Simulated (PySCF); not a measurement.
Run report: Al$_{3}$SiN$_{3}$H$_{6}$O$_{2}$, NMR shielding calculation

- system: Al$_{3}$SiN$_{3}$H$_{6}$O$_{2}$
- method: GIAO PBE0/pcSseg-1 NMR shielding, non-relativistic, gas phase (PySCF 2.14.0)

The geometry comes from this level: PBE0-D3(BJ)/def2-SVP. Figures and captions count atoms from 1; the log counts them from 0 in places.

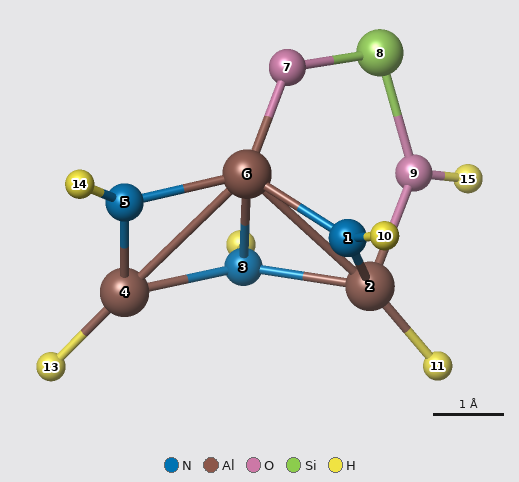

The structure as given in the input (ball-and-stick view, seen at a tilt; atoms are numbered from 1 in the order of the input). Sticks mark near contacts. Bond lengths as drawn: Al–Al 2.59 Å, Al–H 1.58 to 1.59 Å, Al–N 1.78 to 2.05 Å, Al–O 1.80 to 2.00 Å, H–N 1.01 to 1.02 Å, H–O 0.97 Å and O–Si 1.61 to 1.82 Å.

Summary

```tsv
quantity	value
outcome	converged
total energy	−1334.569551 hartree
HOMO	−6.21 eV
LUMO	−1.66 eV
dipole moment	2.07 D
isotropic shielding, N	182.0 to 214.0 ppm
isotropic shielding, Al	388.7 to 470.6 ppm
isotropic shielding, O	41.1 to 130.2 ppm
isotropic shielding, Si	265.6 ppm
isotropic shielding, H	26.4 to 31.4 ppm
hardware	1 CPU thread, shared host
wall time	49 s
peak memory	1.1 GiB
```

Input file
```
{"job": {"kind": "nmr", "xc": "PBE0", "basis": "pcSseg-1"}, "charge": 0, "multiplicity": 1}
N     -0.438577    -1.689637    -0.234293
Al    -1.000446    -0.285097    -1.204847
N     -0.529740     0.948554     0.177620
Al    -0.816407     1.127369     2.005882
N      0.347552    -0.120818     2.495333
Al     0.639748    -0.623562     0.764394
O      2.177849    -0.358952    -0.138661
Si     2.362338    -0.145525    -1.725006
O      0.648345     0.141455    -2.249251
H     -0.526921    -2.690379    -0.335017
H     -2.158014    -0.079534    -2.274926
H     -0.123580     1.797593    -0.222699
H     -1.740507     2.158412     2.765303
H      0.590412    -0.538373     3.383853
H      0.557597     0.333115    -3.192883
```

The first line tells a small driver script what to run in PySCF; the rest is the geometry in Å.

Launched with:
```bash
OMP_NUM_THREADS=1 python <driver script> task.json out
```

The program's output
```
coarse grid: 15576 points
cycle   1  E = -1334.1441303536  dE =  1.142e+00  |g| = 1.330e+00  |ddm| = 4.032e+00
cycle   2  E = -1332.9238166747  dE =  1.220e+00  |g| = 2.627e+00  |ddm| = 3.656e+00
cycle   3  E = -1334.4756067039  dE = -1.552e+00  |g| = 3.898e-01  |ddm| = 2.966e+00
cycle   4  E = -1334.5018050302  dE = -2.620e-02  |g| = 1.844e-01  |ddm| = 4.147e-01
cycle   5  E = -1334.5079102829  dE = -6.105e-03  |g| = 3.273e-02  |ddm| = 1.561e-01
cycle   6  E = -1334.5081667956  dE = -2.565e-04  |g| = 1.066e-02  |ddm| = 4.631e-02
cycle   7  E = -1334.5081855559  dE = -1.876e-05  |g| = 4.953e-03  |ddm| = 1.094e-02
cycle   8  E = -1334.5081907909  dE = -5.235e-06  |g| = 5.866e-04  |ddm| = 4.173e-03
final grid: 135224 points
cycle   9  E = -1334.5695198269  dE = -1.192e-05  |g| = 1.280e-02  |ddm| = 2.324e-02
cycle  10  E = -1334.5694576176  dE =  6.221e-05  |g| = 2.196e-02  |ddm| = 2.504e-02
cycle  11  E = -1334.5695506197  dE = -9.300e-05  |g| = 1.386e-03  |ddm| = 1.598e-02
cycle  12  E = -1334.5695509496  dE = -3.299e-07  |g| = 4.475e-04  |ddm| = 1.232e-03
cycle  13  E = -1334.5695509857  dE = -3.603e-08  |g| = 8.230e-05  |ddm| = 3.354e-04
cycle  14  E = -1334.5695509865  dE = -8.190e-10  |g| = 4.773e-05  |ddm| = 1.078e-04
cycle  15  E = -1334.5695509869  dE = -4.588e-10  |g| = 1.016e-05  |ddm| = 4.251e-05
```

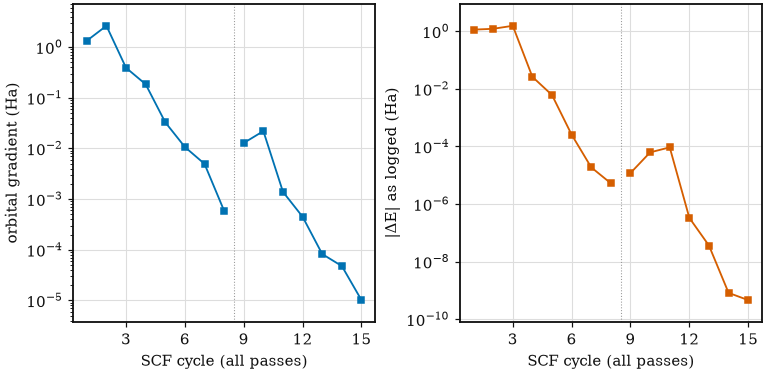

Convergence of the self-consistent field: orbital gradient and size of the energy change against the SCF cycle. The dotted line marks the change from a coarse to the final integration grid. The first 8 cycles use a coarse grid, the final grid takes over at cycle 9, and the field converges after 15 cycles in all.

```
converged SCF energy = -1334.5695509869

GIAO shielding tensors (ppm)
atom      isotropic    diamagn.    paramagn.     s11        s22        s33       span
  0 N      213.965     319.908    -105.943    197.064    214.077    230.753     33.689
  1 Al     449.292     797.626    -348.334    400.537    416.124    531.215    130.679
  2 N      206.603     324.362    -117.759    187.392    203.947    228.470     41.078
  3 Al     388.710     797.996    -409.286    325.539    370.083    470.508    144.969
  4 N      182.026     320.082    -138.056    133.604    203.453    209.021     75.417
  5 Al     470.615     797.745    -327.130    417.342    450.183    544.319    126.977
  6 O       41.150     400.675    -359.525   -202.764    139.550    186.664    389.428
  7 Si     265.553     877.226    -611.673    -13.741    268.926    541.473    555.214
  8 O      130.235     399.842    -269.606    -42.525    158.115    275.116    317.642
  9 H       30.548      32.649      -2.100     24.441     25.074     42.130     17.689
 10 H       26.917      29.697      -2.780     22.934     24.252     33.565     10.632
 11 H       31.442      35.198      -3.756     25.484     28.848     39.995     14.511
 12 H       26.425      28.306      -1.881     22.693     23.310     33.272     10.580
 13 H       29.137      30.794      -1.656     23.455     23.877     40.080     16.625
 14 H       26.928      32.465      -5.537     23.076     23.915     33.793     10.717
```

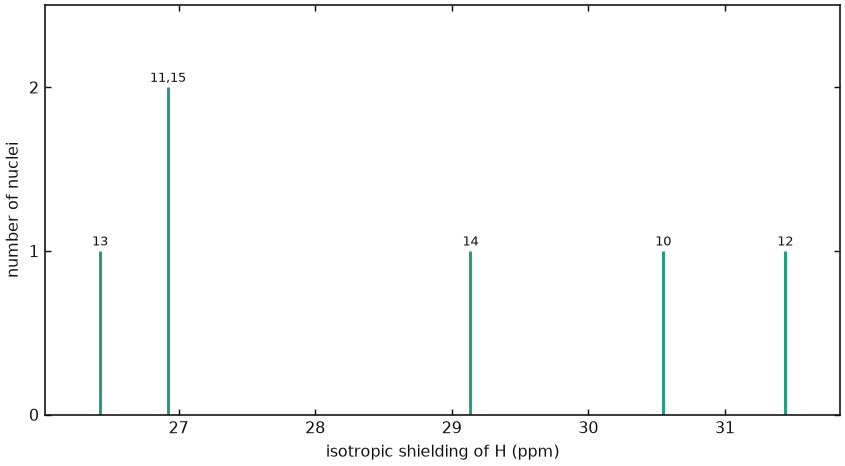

Isotropic shieldings of the hydrogen nuclei in this fixed geometry, labelled by atom number; shielding grows to the right, so chemical shift grows to the left. The least shielded is H13 (26.4 ppm), the most shielded H12 (31.4 ppm).

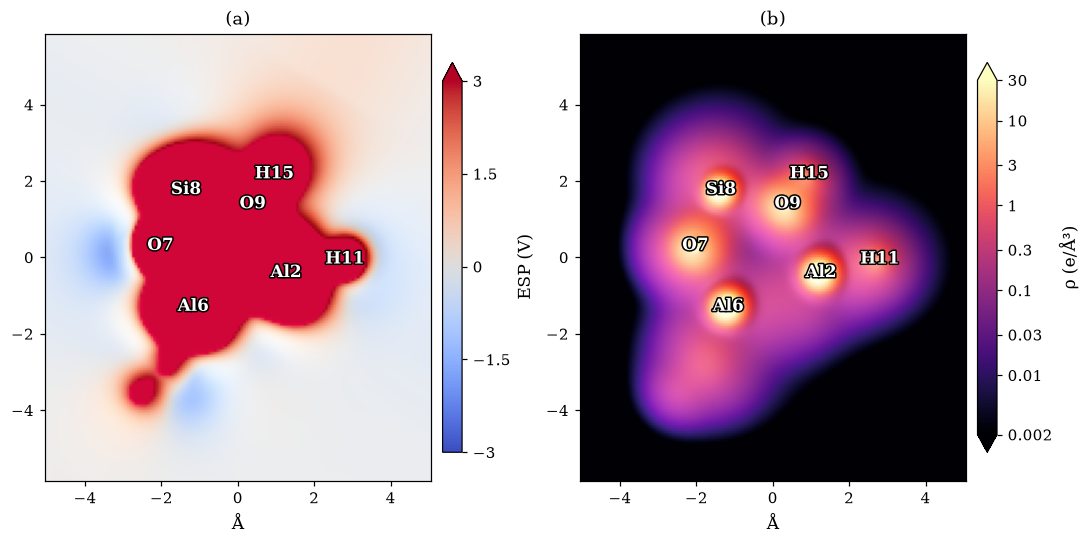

(a) electrostatic potential; (b) electron density on the plane of atoms Al2, Al6 and O7. Si–O (1.82 Å): ρ is about 0.77 e/Å³ halfway.

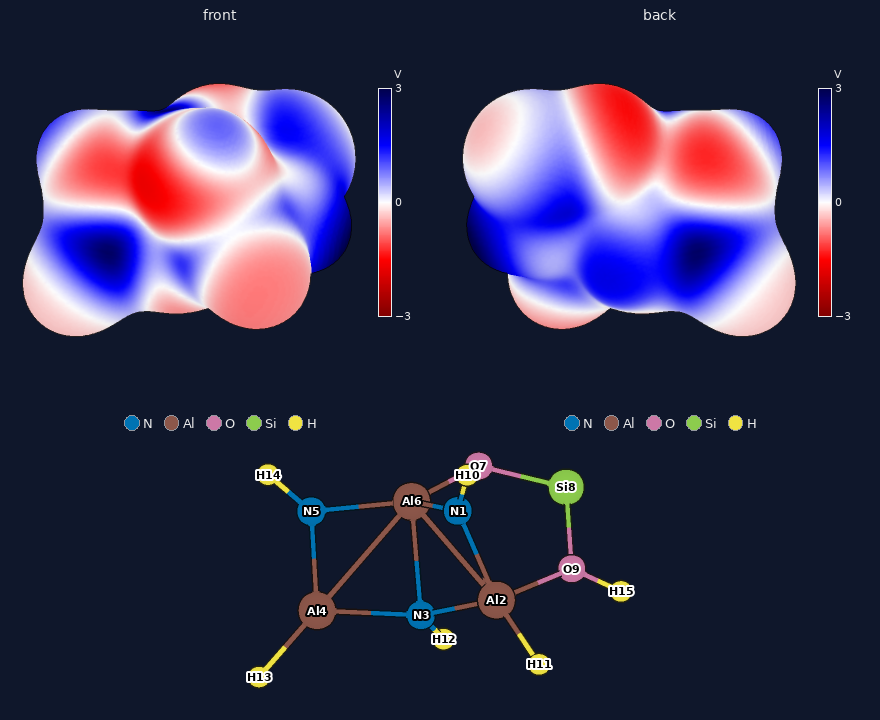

The electrostatic potential painted on the density surface at 0.002 e/bohr³, seen face on and from behind; the colour scale runs from red (negative) to blue (positive). The bare structure is drawn below in the same view. Its dipole moment is 2.07 D.
